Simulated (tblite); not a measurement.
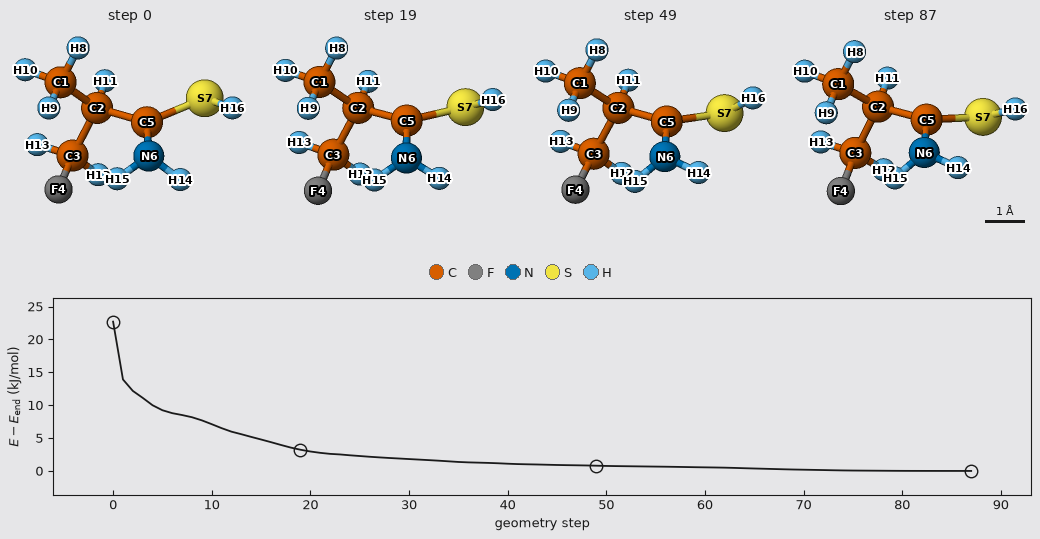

Frames of a relaxation of C4H9FNS (multiplicity 2), marked on the history of the run. The picture is a ball-and-stick view, seen at a tilt.

Method: GFN2-xTB geometry optimisation, gas phase (tblite). 

### Describe the path.

The largest move after the best rigid fit is that of S7, 0.56 Å. Largest moves by element: S 0.56 Å, H 0.48 Å, N 0.15 Å, F 0.14 Å, C 0.13 Å. Some distances before and after: C5–N6 1.454 → 1.377 Å, C5–S7 1.731 → 1.768 Å, C3–F4 1.347 → 1.377 Å, C2–C5 1.520 → 1.497 Å. Among the angles between lasting bonds that change: H14–N6–H15 107.6° → 113.5°, C5–N6–H15 111.6° → 117.3°, C2–C5–S7 120.1° → 115.3°. Groups turn about C5–S7 by about 20°. Over 87 geometry steps the energy falls by 22.7 kJ/mol. Cost: 0.38 s on 1 thread of Intel(R) Xeon(R) 6975P-C (shared host). From step 0 to 19: S7 moves most (0.26 Å), energy −19.5 kJ/mol. From step 19 to 49: H14 moves most (0.27 Å), energy −2.43 kJ/mol. From step 49 to 87: H16 moves most (0.31 Å), energy −0.80 kJ/mol.

```json
{"step": "0", "E − E(0), kJ/mol": "0.00"}
{"step": "1", "E − E(0), kJ/mol": "-8.79"}
{"step": "2", "E − E(0), kJ/mol": "-10.53"}
{"step": "3", "E − E(0), kJ/mol": "-11.59"}
{"step": "4", "E − E(0), kJ/mol": "-12.71"}
{"step": "5", "E − E(0), kJ/mol": "-13.47"}
{"step": "6", "E − E(0), kJ/mol": "-13.92"}
{"step": "7", "E − E(0), kJ/mol": "-14.20"}
{"step": "8", "E − E(0), kJ/mol": "-14.54"}
{"step": "9", "E − E(0), kJ/mol": "-15.01"}
{"step": "10", "E − E(0), kJ/mol": "-15.59"}
{"step": "14", "E − E(0), kJ/mol": "-17.53"}
{"step": "18", "E − E(0), kJ/mol": "-19.15"}
{"step": "22", "E − E(0), kJ/mol": "-20.11"}
{"step": "26", "E − E(0), kJ/mol": "-20.55"}
{"step": "30", "E − E(0), kJ/mol": "-20.90"}
{"step": "34", "E − E(0), kJ/mol": "-21.24"}
{"step": "38", "E − E(0), kJ/mol": "-21.48"}
{"step": "42", "E − E(0), kJ/mol": "-21.69"}
{"step": "46", "E − E(0), kJ/mol": "-21.82"}
{"step": "51", "E − E(0), kJ/mol": "-21.97"}
{"step": "55", "E − E(0), kJ/mol": "-22.04"}
{"step": "59", "E − E(0), kJ/mol": "-22.14"}
{"step": "63", "E − E(0), kJ/mol": "-22.24"}
{"step": "67", "E − E(0), kJ/mol": "-22.41"}
{"step": "71", "E − E(0), kJ/mol": "-22.54"}
{"step": "75", "E − E(0), kJ/mol": "-22.64"}
{"step": "79", "E − E(0), kJ/mol": "-22.68"}
{"step": "83", "E − E(0), kJ/mol": "-22.70"}
{"step": "87", "E − E(0), kJ/mol": "-22.70"}
```
